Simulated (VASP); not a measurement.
Band structure of EuN. Level of theory: PBE GGA, VASP's PBE PAW potentials (set 64) (plane waves; VASP).

The cell holds a wide vacuum, so values per volume refer to the whole cell. The moments were started parallel, and other spin orders were not tried in this run.

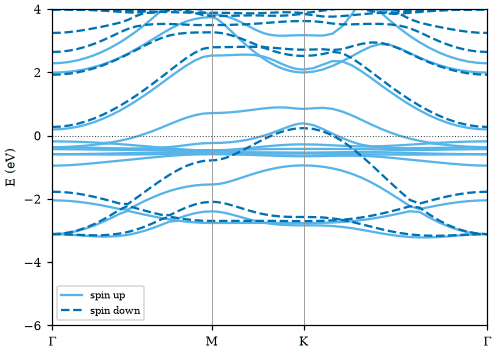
Figure. Bands along high-symmetry lines, zero at the valence-band maximum or, without a gap, the Fermi level

### Question
Read the plot: is there a gap, and where are the band edges?

### Answer
It has no gap at this level: it comes out as a metal or semimetal.

The cell is a sheet with vacuum, built from a generated structure.
